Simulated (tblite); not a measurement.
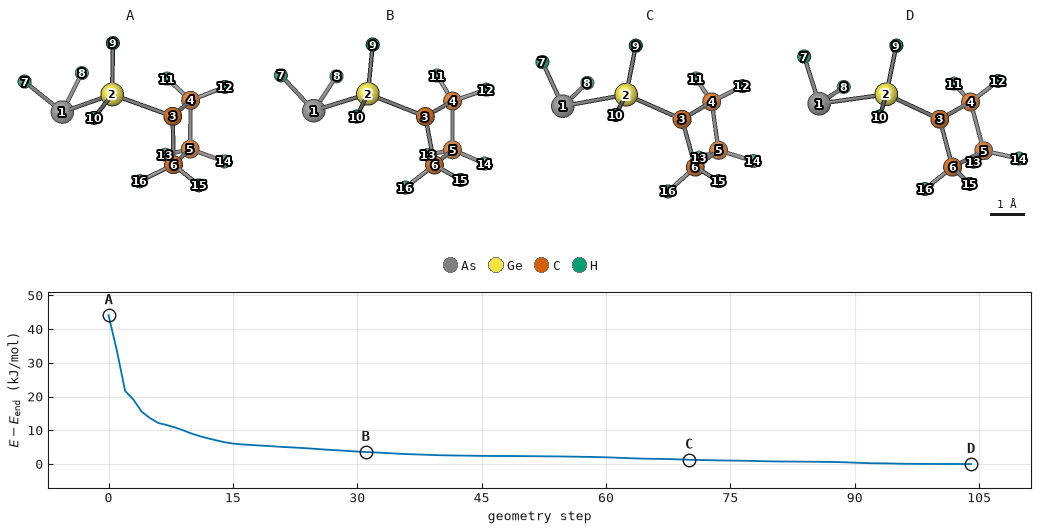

Frames of a relaxation of C$_{4}$H$_{10}$AsGe (multiplicity 2), marked on the history of the run. A ball-and-stick model, seen from a free direction.

These are results of tblite 0.8.0, GFN2-xTB geometry optimisation, gas phase, not measurements. 

What happens along the run?

After 104 geometry steps the energy has fallen by 44.1 kJ/mol. The largest moves after the best rigid fit, 0.88 Å, are those of As1 and H13. Largest moves by element: H 0.88 Å, As 0.87 Å, C 0.57 Å, Ge 0.18 Å. Some distances before and after: As1–H8 1.567 → 1.504 Å, As1–H7 1.556 → 1.500 Å, Ge2–H10 1.558 → 1.518 Å, C3–C4 1.536 → 1.499 Å. Among the angles between lasting bonds that change: Ge2–C3–C4 112.3° → 131.3°, Ge2–C3–C6 113.1° → 130.6°, H11–C4–H12 114.7° → 107.4°. Groups turn about As1–Ge2 by about 30°. The run took 0.58 s on 1 thread of Arm Neoverse V2, with other jobs on the host. From step 0 to 31: H11 moves most (0.33 Å), energy −40.5 kJ/mol. From step 31 to 70: H7 moves most (0.43 Å), energy −2.30 kJ/mol. From step 70 to 104: H13 moves most (0.46 Å), energy −1.27 kJ/mol.
